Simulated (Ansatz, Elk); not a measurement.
## ZnCr3C: X-ray structure factors from the self-consistent density

Structure refinements treat a crystal as free atoms side by side. For a made-up structure of ZnCr3C (cell and positions from a PBEsol relaxation) the runs below show what the calculated density changes in F(hkl).

Main program and level: Elk 11.2.3 (patched build); DFT, PBE, all-electron APW+lo, Dirac cores, scalar-relativistic bands, static density, no spin.

The structure was built from a prototype and need not be the compound's stable phase.

**1. Starting point**

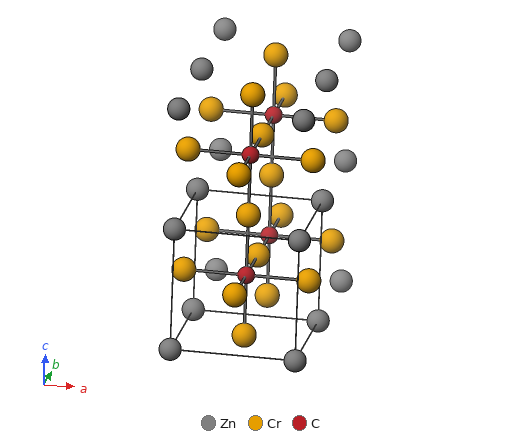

Start, viewed slightly off an axis; zinc grey, chromium orange, carbon red. 1×2×2 cells are drawn. Some periodic images of atoms are drawn too.

**2. Ground state and structure factors**

An all-electron density is needed, since X-rays see the cores too. Task 0 finds the density and task 195 Fourier-transforms it; tshift is off so that phases refer to the origin typed.

File elk.in:

```
tasks
  0
  195

xctype
  20

spinpol
  .false.

rgkmax
  7.0

gmaxvr
  14.0

lmaxo
  7

lmaxapw
  8

swidth
  0.002

tshift
  .false.

hmaxvr
  5.5

maxscl
  120

epspot
  1e-06

sppath
  './'

avec
  7.18872565161 -0.00000000000 -0.00000000000
  -0.00000000000 7.18872565161 0.00000000000
  -0.00000000000 0.00000000000 7.18872565161

atoms
  3
  'Zn.in'
  1
  -0.0000000000 0.0000000000 0.0000000000   0.000000 0.000000 0.000000
  'Cr.in'
  3
  0.5000000000 -0.0000000000 0.5000000000   0.000000 0.000000 0.000000
  0.5000000000 0.5000000000 -0.0000000000   0.000000 0.000000 0.000000
  -0.0000000000 0.5000000000 0.5000000000   0.000000 0.000000 0.000000
  'C.in'
  1
  0.5000000000 0.5000000000 0.5000000000   0.000000 0.000000 0.000000

ngridk
  6 6 6
```

The run is started by

```sh
$ OMP_NUM_THREADS=4 elk
```

Numbers of over 12 decimals in the logs are rounded to 6 here.

The log of the run:

```text
┌─────────────────────────┐
│ Elk code version 11.2.3 │
└─────────────────────────┘

All units are atomic (Hartree, Bohr, etc.)

┌─────────────────────────────────────────────────┐
│ Ground-state run starting from atomic densities │
└─────────────────────────────────────────────────┘

Lattice vectors :
   7.188725652      -0.000000000      -0.000000000
  -0.000000000       7.188725652       0.000000000
  -0.000000000       0.000000000       7.188725652

Reciprocal lattice vectors :
  0.8740332587       0.000000000       0.000000000
   0.000000000      0.8740332587       0.000000000
   0.000000000       0.000000000      0.8740332587

Unit cell volume      :    371.4973575
Brillouin zone volume :   0.6677038435

Muffin-tin inner radius fraction :   0.1000000000E-01

Nuclei treated as point charges

Species : 1 (Zn)
 parameters loaded from : Zn.in
 name : zinc
 nuclear charge    :   -30.00000000
 electronic charge :    30.00000000
 atomic mass :    119233.3130
 muffin-tin radius :    2.400000000
 number of radial points in muffin-tin :    993
 inner part over the whole radius :   0.9843840322E-02
 number on inner part of muffin-tin    :    701
 approximate nuclear radius :   0.7484757725E-04
 number of mesh points to nuclear radius :    337
 atomic positions (lattice), magnetic fields (Cartesian) :
  1 :   0.00000000  0.00000000  0.00000000    0.00000000  0.00000000  0.00000000

Species : 2 (Cr)
 parameters loaded from : Cr.in
 name : chromium
 nuclear charge    :   -24.00000000
 electronic charge :    24.00000000
 atomic mass :    94783.09202
 muffin-tin radius :    2.025350186
 number of radial points in muffin-tin :    993
 inner part over the whole radius :   0.9894114366E-02
 number on inner part of muffin-tin    :    696
 approximate nuclear radius :   0.6987106690E-04
 number of mesh points to nuclear radius :    332
 atomic positions (lattice), magnetic fields (Cartesian) :
  1 :   0.50000000  0.00000000  0.50000000    0.00000000  0.00000000  0.00000000
  2 :   0.50000000  0.50000000  0.00000000    0.00000000  0.00000000  0.00000000
  3 :   0.00000000  0.50000000  0.50000000    0.00000000  0.00000000  0.00000000

Species : 3 (C)
 parameters loaded from : C.in
 name : carbon
 nuclear charge    :   -6.000000000
 electronic charge :    6.000000000
 atomic mass :    21894.16674
 muffin-tin radius :    1.519012640
 number of radial points in muffin-tin :    593
 inner part over the whole radius :   0.9962897649E-02
 number on inner part of muffin-tin    :    404
 approximate nuclear radius :   0.4747601631E-04
 number of mesh points to nuclear radius :    168
 atomic positions (lattice), magnetic fields (Cartesian) :
  1 :   0.50000000  0.50000000  0.50000000    0.00000000  0.00000000  0.00000000

Total number of atoms per unit cell :    5
Total muffin-tin volume :    176.9897559
 ratio of muffin-tin to unit cell volume :   0.4764226511

Spin treatment :
 spin-unpolarised

Number of Bravais lattice symmetries :   48
Number of crystal symmetries         :   48
Crystal has inversion symmetry
Real symmetric eigensolver will be used

k-point grid :      6     6     6
k-point offset :    0.000000000       0.000000000       0.000000000
k-point set is reduced with full crystal symmetry group
Total number of k-points :       20

Muffin-tin radius times maximum |G+k| :    7.000000000
 using average radius
Maximum |G+k| for APW functions       :    3.501728734
Maximum (1/2)|G+k|²                   :    6.131052064
Maximum |G| for potential and density :    14.00000000
Constant for pseudocharge density :    8
 order of it for each species :   15  15  15
 order of it for pair densities of each species (exact exchange by exxq0 0: 16) :   14  10   4
Radial integration step length :    1

G-vector grid sizes :     35    35    35
Number of G-vectors :    17077

Maximum angular momentum used for
 APW functions            :    8
 outer part of muffin-tin :    7
 inner part of muffin-tin :    2

Total nuclear charge    :   -108.0000000
[...]
xc potential                :     -258.15751085353
 exchange                    :     -216.75223867662
 correlation                 :     -4.965621
 electron entropic           :    -0.16115477760289E-02
 total energy                :     -4987.6912394310

Density of states at Fermi energy :    122.1582729
 (states/Hartree/unit cell)

Estimated indirect band gap :   0.7322713773E-03
 from k-point 15 to k-point 3
Estimated direct band gap   :   0.7393081690E-02
 at k-point 16

Charges :
 core                        :    44.00000000
 valence                     :    64.00000000
 interstitial                :    9.349511018
 muffin-tins (core leakage)
  species : 1 (Zn)
   atom 1                    :    29.18502369     (  0.8813957805E-04)
  species : 2 (Cr)
[...]
species : 3 (C)
[...]
total in muffin-tins        :    98.65048898
 total calculated charge     :    107.9992940
 total charge                :    108.0000000
 error                       :   0.7059842655E-03

RMS change in Kohn-Sham potential (target) :    1.337842850     (  0.1000000000E-05)
Absolute change in total energy (target)   :   0.3579498261     (  0.1000000000E-03)

[... loops 3 to 17 left out ...]

┌──────────────────┐
│ Loop number : 18 │
└──────────────────┘

Energies :
 Fermi                       :     0.380440
 sum of occupied eigenvalues :     -2872.7730744832
 electron kinetic            :      5056.1495808412
 core electron kinetic       :      4535.7809835152
 Coulomb                     :     -9819.4472701285
 Coulomb potential           :     -7638.8181392994
 nuclear-nuclear             :     -866.62303306652
 electron-nuclear            :     -10295.226809925
 Hartree                     :      1342.4025728633
 Madelung                    :     -6000.0382004788
 xc potential                :     -290.10451602506
 exchange                    :     -218.56515618128
 correlation                 :     -4.975929
 electron entropic           :    -0.16519053720145E-02
 total energy                :     -4986.8404268535

Density of states at Fermi energy :    115.1986447
 (states/Hartree/unit cell)

Estimated indirect band gap :   0.4133196863E-02
 from k-point 15 to k-point 11
Estimated direct band gap   :   0.9181543576E-02
 at k-point 17

Charges :
 core                        :    44.00000000
 valence                     :    64.00000000
 interstitial                :    8.295693219
 muffin-tins (core leakage)
  species : 1 (Zn)
[...]
species : 2 (Cr)
[...]
species : 3 (C)
[...]
total in muffin-tins        :    99.70430678
 total calculated charge     :    107.9997272
 total charge                :    108.0000000
 error                       :   0.2727960427E-03

RMS change in Kohn-Sham potential (target) :   0.6840661989E-06 (  0.1000000000E-05)
Absolute change in total energy (target)   :   0.3985034527E-04 (  0.1000000000E-03)

Convergence targets achieved

┌──────────────────┐
│ Loop number : 19 │
└──────────────────┘

Energies :
 Fermi                       :     0.380440
 sum of occupied eigenvalues :     -2872.7730826948
 electron kinetic            :      5056.1495885103
 core electron kinetic       :      4535.7809826911
 Coulomb                     :     -9819.4472838888
 Coulomb potential           :     -7638.8181387940
 nuclear-nuclear             :     -866.62303306652
 electron-nuclear            :     -10295.226838338
 Hartree                     :      1342.4025875154
 Madelung                    :     -6000.0382144918
 xc potential                :     -290.10453241108
 exchange                    :     -218.56515717674
 correlation                 :     -4.975929
 electron entropic           :    -0.16519059144873E-02
 total energy                :     -4986.8404339423

Density of states at Fermi energy :    115.1986703
 (states/Hartree/unit cell)

Estimated indirect band gap :   0.4133209136E-02
 from k-point 15 to k-point 11
Estimated direct band gap   :   0.9181549495E-02
 at k-point 17

Charges :
 core                        :    44.00000000
 valence                     :    64.00000000
 interstitial                :    8.295692668
 muffin-tins (core leakage)
  species : 1 (Zn)
[...]
species : 2 (Cr)
[...]
atom 2                    :    21.95956787     ( -0.2116029556E-06)
   atom 3                    :    21.95956787     ( -0.2116029556E-06)
  species : 3 (C)
   atom 1                    :    4.677871928     (  0.4363459463E-04)
 total in muffin-tins        :    99.70430733
 total calculated charge     :    107.9997272
 total charge                :    108.0000000
 error                       :   0.2727959157E-03

┌──────────────────────────────┐
│ Self-consistent loop stopped │
└──────────────────────────────┘

Wrote STATE.OUT
```

Elapsed: 27 s, on 4 threads of Arm Neoverse V1, shared host; peak memory 0.17 GiB; 80 s of CPU time.

SFACRHO.OUT:

```text

h k l indices transformed by vhmat matrix:
   1.000000000       0.000000000       0.000000000    
   0.000000000       1.000000000       0.000000000    
   0.000000000       0.000000000       1.000000000    

      h      k      l  multipl.   |H|            Re(F)            Im(F)           |F|

      0      0      0      1   0.0000000       108.00000     -0.43539541E-16   108.00000    
     -1      0      0      6  0.87403326       1.3224266     -0.50321716E-14   1.3224266    
      1     -1      0     12   1.2360697       10.278704     -0.19104948E-14   10.278704    
     -1     -1     -1      8   1.5138700       70.415756      0.11302541E-13   70.415756    
      0      0     -2      6   1.7480665       72.253689      0.85646459E-14   72.253689    
     -1     -2      0     24   1.9543978       3.2376494     -0.45325180E-14   3.2376494    
      1     -2      1     24   2.1409355       7.9706992     -0.71726488E-14   7.9706992    
      0      2     -2     12   2.4721394       59.006941      0.26534080E-14   59.006941    
      0     -3      0      6   2.6220998       3.0605795     -0.97902427E-14   3.0605795    
     -1      2     -2     24   2.6220998       3.1601361     -0.10509446E-14   3.1601361    
      3      1      0     24   2.7639358       6.8483499     -0.10226274E-14   6.8483499    
      1     -3      1     24   2.8988404       48.891045      0.25728844E-14   48.891045    
     -2      2      2      8   3.0277400       50.672933     -0.59403105E-14   50.672933    
     -3      2      0     24   3.1513717       2.8218424     -0.19102549E-13   2.8218424    
     -3      1      2     48   3.2703330       6.1128009      0.15555019E-13   6.1128009    
      0     -4      0      6   3.4961330       45.154202      0.10621050E-13   45.154202    
      2     -2     -3     24   3.6037314       2.3683835     -0.17791294E-13   2.3683835    
      4     -1      0     24   3.6037314       2.3679118     -0.17672379E-14   2.3679118
```

Elk indexes on the primitive cell of elk.in and gives |H| = 4π sin θ/λ in inverse bohr. Below, one row stands for each form hkl of the conventional cell (m members, Friedel mates merged), F is for one primitive cell and the density is static (no thermal factor). Free-atom factors are Waasmaier and Kirfel's, and R is Σm||F|−|F'||/Σm|F|. Elk warned that it couldn't find a linearisation energy, which lowers the accuracy of some states in this run and its variants.

| hkl | m | sin θ/λ (Å⁻¹) | abs F, DFT | neutral atoms | diff. |
| --- | --- | --- | --- | --- | --- |
| 100 | 6 | 0.131 | 1.322 | 1.514 | -0.192 |
| 110 | 12 | 0.186 | 10.279 | 9.794 | +0.485 |
| 111 | 8 | 0.228 | 70.416 | 72.022 | -1.606 |
| 200 | 6 | 0.263 | 72.254 | 73.260 | -1.006 |
| 210 | 24 | 0.294 | 3.238 | 3.248 | -0.010 |
| 211 | 24 | 0.322 | 7.971 | 8.010 | -0.039 |
| 220 | 12 | 0.372 | 59.007 | 59.170 | -0.164 |
| 300 | 6 | 0.394 | 3.061 | 3.255 | -0.195 |
| 221 | 24 | 0.394 | 3.160 | 3.255 | -0.095 |
| 310 | 24 | 0.416 | 6.848 | 6.960 | -0.111 |
| 311 | 24 | 0.436 | 48.891 | 48.747 | +0.144 |
| 222 | 8 | 0.455 | 50.673 | 50.589 | +0.084 |
| 320 | 24 | 0.474 | 2.822 | 2.867 | -0.045 |
| 321 | 48 | 0.492 | 6.113 | 6.148 | -0.035 |
| 400 | 6 | 0.526 | 45.154 | 44.825 | +0.330 |
| 322 | 24 | 0.542 | 2.368 | 2.399 | -0.031 |
| 410 | 24 | 0.542 | 2.368 | 2.399 | -0.031 |
| 411 | 24 | 0.558 | 5.335 | 5.468 | -0.132 |
| 330 | 12 | 0.558 | 5.317 | 5.468 | -0.151 |
| 331 | 24 | 0.573 | 38.670 | 38.496 | +0.174 |
| 420 | 24 | 0.588 | 40.960 | 40.738 | +0.222 |
| 421 | 48 | 0.602 | 1.871 | 1.943 | -0.072 |

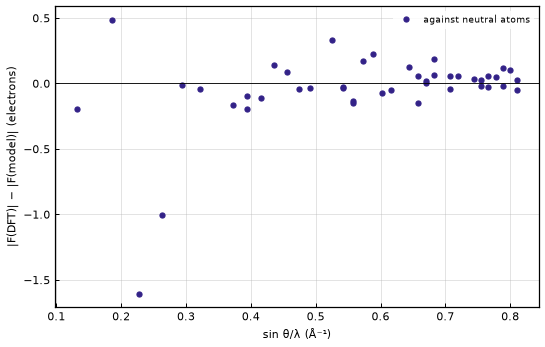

Difference between the calculated structure factors and the independent-atom ones.

**3. What came out**

```yaml
r_against_neutral_atoms_sin_theta_lambda_0p3_a_minus1: 2.16 %
r_against_neutral_atoms_0p3_to_0p81_a_minus1: 0.59 %
```

**Reading.** Independent neutral atoms miss the calculated amplitudes by R = 2.16 % below 0.3 Å⁻¹ and 0.59 % from there to 0.81 Å⁻¹; by shells, 14.49 % below 0.15 Å⁻¹ (1 form), 2.08 % 0.15 to 0.3 (4 forms), 0.54 % 0.3 to 0.45 (6 forms), 0.60 % above 0.45 (33 forms). Bonding, aspherical density and the tables' own atoms all enter these figures, and the runs don't part them. The largest change of an amplitude is -1.61 electrons, at 111. The basis has no finished test. The k-mesh has no finished test. These runs have no spin, though d or f shells may be open. Part of the difference isn't bonding: the tables are fits to free atoms and ions calculated by other methods than this functional. Thermal motion, anomalous dispersion and extinction are left out.

[Logs are printed without paths, hosts, clocks, repeated set-up lines and the standing remarks that a program may print on its own settings, such as how far it seeks lower states.]

[Hosts, paths, dates, database ids (printed as entryN), source tags and the programs' standing remarks are cut or masked in the printed files.]
